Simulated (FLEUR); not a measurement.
## Collinear magnetic orders of NiO with FLEUR

Aim: find out whether NiO carries moments, and which collinear order costs least.

Method: PBEsol with U = 6 eV on Ni d; all-electron FLAPW, Dirac cores, scalar-relativistic bands, in FLEUR MaX-R8.1.

## 1. Starting point

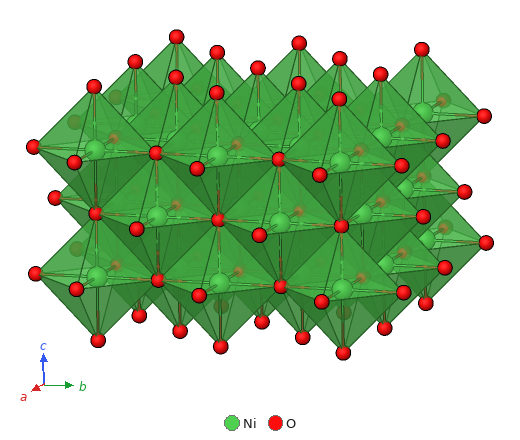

The starting structure, seen slightly off an axis (nickel green, oxygen red). 2×2×1 cells are drawn. This picture shows the conventional cell, with its axes. Some periodic images of atoms are drawn too.

## 2. Order 1, typed as ferro +

The parallel start comes first: it shows whether parallel moments hold. A Hubbard U acts on the open shell, since semilocal functionals spread its electrons too much.

inpgen writes inp.xml from crystal.txt; cutoffs, mixing, functional, smearing and local orbitals are then set in the file. The k list default-1 (kpts.xml, not shown) is a Γ-centred 8×8×8 mesh; where the ranks do not divide the number of points, some are split in two of half the weight.

inp.xml reads:

```
<?xml version="1.0" encoding="UTF-8" standalone="no"?>
<fleurInput fleurInputVersion="0.39">
   <comment>
      NiO
   </comment>
   <calculationSetup>
      <cutoffs Kmax="4.32" Gmax="13.0" GmaxXC="13.0" numbands="0"/>
      <scfLoop itmax="130" minDistance="0.0001" maxIterBroyd="15" imix="Anderson" alpha="0.05" precondParam="0.0" spinf="2.0" sdNocoIR="T"/>
      <coreElectrons ctail="T" frcor="F" kcrel="0" coretail_lmax="0"/>
      <xcFunctional name="PBEs" relativisticCorrections="F"/>
      <magnetism jspins="2"/>
      <soc l_soc="F" theta="0.0" phi="0.0" spav="F"/>
      <expertModes spex="0" secvar="F"/>
      <geometryOptimization l_f="F" forcealpha="1.0" forcemix="BFGS" epsdisp="0.00001" epsforce="0.00001"/>
      <ldaU l_linMix="F" mixParam="0.05" spinf="1.0"/>
   </calculationSetup>
   <cell>
      <bzIntegration valenceElectrons="24.0" mode="hist" fermiSmearingEnergy="0.00183747">
         <kPointListSelection listName="default-1"/>
         <xi:include xmlns:xi="http://www.w3.org/2001/XInclude" href="kpts.xml"> </xi:include>
      </bzIntegration>
      <xi:include xmlns:xi="http://www.w3.org/2001/XInclude" href="sym.xml"> </xi:include>
      <bulkLattice scale="1.0">
         <bravaisMatrix>
            <row-1>    0.0000000000000000     3.9417828250996005     3.9417828250996005</row-1>
            <row-2>    3.9417828250996005     0.0000000000000000     3.9417828250996005</row-2>
            <row-3>    3.9417828250996005     3.9417828250996005     0.0000000000000000</row-3>
         </bravaisMatrix>
      </bulkLattice>
   </cell>
   <atomSpecies>
      <species name="Nickel (Ni2.000" element="Ni" atomicNumber="28">
         <mtSphere radius="2.46" gridPoints="813" logIncrement="0.015"/>
         <atomicCutoffs lmax="10" lnonsphr="8"/>
         <electronConfig flipSpins="F">
            <coreConfig>(1s1/2) (2s1/2) (2p1/2) (2p3/2)</coreConfig>
            <valenceConfig>(3s1/2) (3p1/2) (3p3/2) (4s1/2) (3d3/2) (3d5/2)</valenceConfig>
            <stateOccupation state="(3d3/2)" spinUp="2.0" spinDown="1.2"/>
            <stateOccupation state="(3d5/2)" spinUp="3.0" spinDown="1.8"/>
         </electronConfig>
         <energyParameters s="4" p="4" d="3" f="4"/>
         <ldaU l="2" U="6.0" J="0.0" l_amf="F"/>
         <lo type="SCLO" l="0" n="3" eDeriv="0"/>
         <lo type="SCLO" l="1" n="3" eDeriv="0"/>
      </species>
      <species name="Oxygen (O)" element="O" atomicNumber="8">
         <mtSphere radius="1.39" gridPoints="461" logIncrement="0.023"/>
         <atomicCutoffs lmax="6" lnonsphr="4"/>
         <electronConfig flipSpins="F">
            <coreConfig>(1s1/2)</coreConfig>
            <valenceConfig>(2s1/2) (2p1/2) (2p3/2)</valenceConfig>
            <stateOccupation state="(2p1/2)" spinUp="0.666667" spinDown="0.666667"/>
            <stateOccupation state="(2p3/2)" spinUp="1.333333" spinDown="1.333333"/>
         </electronConfig>
         <energyParameters s="2" p="2" d="3" f="4"/>
      </species>
   </atomSpecies>
   <atomGroups>
      <atomGroup species="Nickel (Ni2.000">
         <relPos label="                   1">.0000000000 .0000000000 .0000000000</relPos>
         <force calculate="T" relaxXYZ="TTT"/>
      </atomGroup>
      <atomGroup species="Oxygen (O)">
         <relPos label="                   2">1.000/2.000 1.000/2.000 1.000/2.000</relPos>
         <force calculate="T" relaxXYZ="TTT"/>
      </atomGroup>
   </atomGroups>
   <output dos="F" band="F" slice="F">
      <bandDOS minEnergy="-.5*Htr" maxEnergy="0.5*Htr" sigma="0.015" storeEVData="T"/>
      <plotting iplot="0" polar="F">
         <plot TwoD="T" vec1="  1.0  0.0  0.0" vec2="  0.0  1.0  0.0" vec3="  0.0  0.0  1.0" zero="  0.0  0.0  0.0" file="plot"/>
      </plotting>
      <moessbauerParams electricFieldGradient="F" isomerShift="F" coreHyperfine="F" valenceHyperfine="F"/>
   </output>
</fleurInput>
```

crystal.txt reads:

```
NiO
&input film=F cartesian=F /
0.00000000000  2.08590164140  2.08590164140
2.08590164140  0.00000000000  2.08590164140
2.08590164140  2.08590164140  0.00000000000
1.8897261246
1.0 1.0 1.0

2
28 0.00000000000  0.00000000000  0.00000000000 : 2.000
8 0.50000000000  0.50000000000  0.50000000000

&kpt div1=8 div2=8 div3=8 gamma=T /
```

Run with:

```console
$ OMP_NUM_THREADS=1 inpgen -f crystal.txt > inpgen.log  # inp.xml is then edited as shown
$ OMP_NUM_THREADS=1 mpirun -n 4 fleur_MPI > fleur.log
```

Output:

```text
Welcome to FLEUR        (www.flapw.de)
      MaX-Release 8.1          (www.max-centre.eu)

 ========== k-point set info ==========
 Selected k-point list: default-1
 k-point list type: mesh
 0 x 0 x 0
 Number of k points: 32

 ------------Calculation Setup---------------------------
 Number of MPI-tasks      :            4
 Number of PE/node        :            4
 Number of OMP-threads    :            1
 k-points in parallel     :            4
 pe's per k-point         :            1
 No of k-point loops      :            8
 Eigenvalue solver        :       lapack
 Number of basis functions:          188
 Approximate size of matrices (H+S) per k-point:         0.001 GB
 --------------------------------------------------------
 no density matrix found ... skipping LDA+U
 Reset of history
 Iteration:     1   Distance:      28.81502170 me/bohr^3
 Iteration:     2   Distance:      38.60464266 me/bohr^3
 Iteration:     3   Distance:      35.97251250 me/bohr^3
 Iteration:     4   Distance:      19.46444325 me/bohr^3
 Iteration:     5   Distance:       9.57757404 me/bohr^3
 Iteration:     6   Distance:       8.44508978 me/bohr^3
 Iteration:     7   Distance:       1.64294392 me/bohr^3
 Iteration:     8   Distance:       1.11852433 me/bohr^3
 Iteration:     9   Distance:       0.23508259 me/bohr^3
 Iteration:    10   Distance:       0.23155448 me/bohr^3
 Iteration:    11   Distance:       0.06249823 me/bohr^3
 Iteration:    12   Distance:       0.05872100 me/bohr^3
 Iteration:    13   Distance:       0.00592790 me/bohr^3
 Iteration:    14   Distance:       0.00294153 me/bohr^3
 Iteration:    15   Distance:       0.00291552 me/bohr^3
 Iteration:    16   Distance:       0.00020059 me/bohr^3
 Iteration:    17   Distance:       0.00019141 me/bohr^3
 Iteration:    18   Distance:       0.00011096 me/bohr^3
 Iteration:    19   Distance:       0.00004502 me/bohr^3

 ********************************************************************
 Run finished successfully
 Stop message:
   all done
 ********************************************************************

--- out.xml (last complete iteration) ---
<iteration numberForCurrentRun="   19" overallNumber="   19">
         [... left out ...]
         <bandgap value="2.1699839040" units="eV"/>
         <sumValenceSingleParticleEnergies value="-17.8924326887" units="Htr"/>
         <FermiEnergy value="0.2877948835" units="Htr"/>
         <valenceDensity>
            <mtCharges spin="1">
               <mtCharge atomType="1" total="9.5592822" s="1.2036932" p="3.2599004" d="5.0124427" f="0.0580613"/>
               <mtCharge atomType="2" total="2.3130513" s="0.6938297" p="1.6150603" d="0.0035982" f="0.0004686"/>
            </mtCharges>
            <mtCharges spin="2">
               <mtCharge atomType="1" total="7.7809231" s="1.1911697" p="3.2449587" d="3.2677457" f="0.0546230"/>
               <mtCharge atomType="2" total="2.1253846" s="0.6726882" p="1.4502656" d="0.0020269" f="0.0003376"/>
            </mtCharges>
            <spinDependentCharge spin="1" total="13.0000000" interstitial="1.1276665" mtSpheres="11.8723335"/>
            <spinDependentCharge spin="2" total="11.0000000" interstitial="1.0936923" mtSpheres="9.9063077"/>
            <totalCharge value="24.0000000000"/>
         </valenceDensity>
         [... left out ...]
         <allElectronCharges>
            <spinDependentCharge spin="1" total="19.0000000" interstitial="1.1276671" mtSpheres="17.8723329"/>
            <spinDependentCharge spin="2" total="17.0000000" interstitial="1.0936928" mtSpheres="15.9063072"/>
            <totalCharge value="35.9999999993"/>
         </allElectronCharges>
         <magneticMomentsInMTSpheres units="muBohr">
            <globalMagMoment atomType="1" vec="0.00000   0.00000   1.77836"/>
            <localMagMoment atomType="1" vec="0.00000   0.00000   1.77836"/>
            <globalMagMoment atomType="2" vec="0.00000   0.00000   0.18767"/>
            <localMagMoment atomType="2" vec="0.00000   0.00000   0.18767"/>
         </magneticMomentsInMTSpheres>
         <moessbauerParams unitsHFF="kG" unitsIS="e/bohr^3" unitsEFG="Htr/bohr^2">
         </moessbauerParams>
         <totalEnergy value="    -1594.4722355460" units="Htr">
            <sumOfEigenvalues value="     -909.4239998538">
               <coreElectrons value="-891.5315671651"/>
               <valenceElectrons value="-17.8924326887"/>
            </sumOfEigenvalues>
            <densityCoulombPotentialIntegral value="-2434.4955740562"/>
            <densityEffectivePotentialIntegral value="-2526.9377862533"/>
            <chargeDenXCDenIntegral value="-70.6044912863"/>
            <FockExchangeEnergyValence value="0.0000000000"/>
            <FockExchangeEnergyCore value="0.0000000000"/>
            <atomTypeDependentContributions atomType="1">
               <electronNucleiInteractionDifferentMTs value="1825.2015226102"/>
               <MadelungTerm value="-8.5815055121"/>
            </atomTypeDependentContributions>
            <atomTypeDependentContributions atomType="2">
               <electronNucleiInteractionDifferentMTs value="85.9794349580"/>
               <MadelungTerm value="-5.2479096754"/>
            </atomTypeDependentContributions>
            <dftUCorrection value="-0.8766291245"/>
            <tkbTimesEntropy value="0.0000000000"/>
            <freeEnergy value="-1594.4722355460"/>
            <extrapolationTo0K value="-1594.4722355460"/>
         </totalEnergy>
         <ldaUDensityMatrix>
            <densityMatrixFor spin="1" atomType="1" uIndex="1" l="2" U="6.00000000" J="0.00000000">
               (+1.00752,+0.00000) (+0.00000,+0.00000) (+0.00000,+0.00000) (+0.00000,+0.00000) (+0.02517,+0.00000)
               (+0.00000,+0.00000) (+0.98235,+0.00000) (+0.00000,+0.00000) (+0.00000,+0.00000) (+0.00000,+0.00000)
               (+0.00000,+0.00000) (+0.00000,+0.00000) (+1.03269,+0.00000) (+0.00000,+0.00000) (+0.00000,+0.00000)
               (+0.00000,+0.00000) (+0.00000,+0.00000) (+0.00000,+0.00000) (+0.98235,+0.00000) (+0.00000,+0.00000)
               (+0.02517,+0.00000) (+0.00000,+0.00000) (+0.00000,+0.00000) (+0.00000,+0.00000) (+1.00752,+0.00000)
            </densityMatrixFor>
            <densityMatrixFor spin="2" atomType="1" uIndex="1" l="2" U="6.00000000" J="0.00000000">
               (+0.57252,+0.00000) (+0.00000,+0.00000) (+0.00000,+0.00000) (+0.00000,+0.00000) (-0.40513,+0.00000)
               (+0.00000,+0.00000) (+0.97766,+0.00000) (+0.00000,+0.00000) (+0.00000,+0.00000) (+0.00000,+0.00000)
               (+0.00000,+0.00000) (+0.00000,+0.00000) (+0.16739,+0.00000) (+0.00000,+0.00000) (+0.00000,+0.00000)
               (+0.00000,+0.00000) (+0.00000,+0.00000) (+0.00000,+0.00000) (+0.97766,+0.00000) (+0.00000,+0.00000)
               (-0.40513,+0.00000) (+0.00000,+0.00000) (+0.00000,+0.00000) (+0.00000,+0.00000) (+0.57252,+0.00000)
            </densityMatrixFor>
         </ldaUDensityMatrix>
         <ldaUDensityMatrixConvergence>
            <distance spin="1" distance="0.000000"/>
            <distance spin="2" distance="0.000000"/>
         </ldaUDensityMatrixConvergence>
         <densityConvergence units="me/bohr^3">
            <chargeDensity spin="1" distance="0.0000311750"/>
            <chargeDensity spin="2" distance="0.0000218855"/>
            <overallChargeDensity distance="0.0000450203"/>
            <spinDensity distance="0.0000295785"/>
         </densityConvergence>
      </iteration>
```

Run time: 11 s. Hardware: 4 MPI ranks of Arm Neoverse V1, shared host; peak memory 0.2 GiB.

Spin moment in the muffin-tin sphere by atom:

| atom | spin moment in the muffin-tin sphere (μB) |
| --- | --- |
| Ni1 | 1.78 |
| O2 | 0.19 |

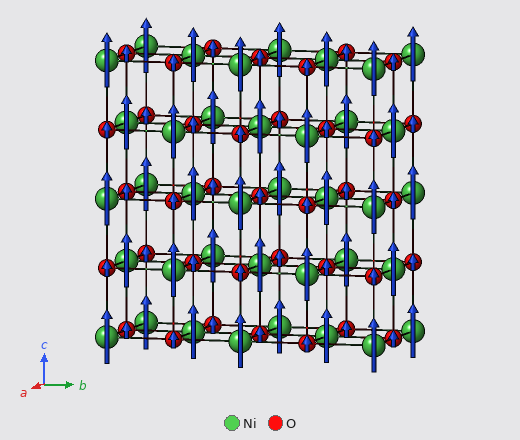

Spin moment in the muffin-tin sphere as arrows, the longest 1.78 μB. Up and down stand for the sign. Arrows give size and sign along the axis of quantisation, drawn up and down the page. Each arrow also spans its atom, so small moments look longer than they are. 1×2×2 conventional cells are drawn. Some periodic images of atoms are drawn too.

This step gave:

* free energy: -43387.7999 eV
* program's band gap on this mesh (in a metal only a level spacing): 2.170 eV
* magnetization: 2 μB
* final state: ferromagnetic

After 19 cycles the largest moment stands at 1.78 μB.

(Part 1 of 2 ends here.)

[Logs and program files are shortened in this print: banners, set-up blocks, solver, clock and traceback lines can be left out without a mark of their own.]

[Logs are printed without paths, hosts, clocks, repeated set-up lines and the standing remarks that a program may print on its own settings, such as how far it seeks lower states.]

[Hosts, paths, dates, database ids (printed as entryN), source tags and the programs' standing remarks are cut or masked in the printed files.]

[Where a cell is said to come from a database of computed structures, the database is the Materials Project.]
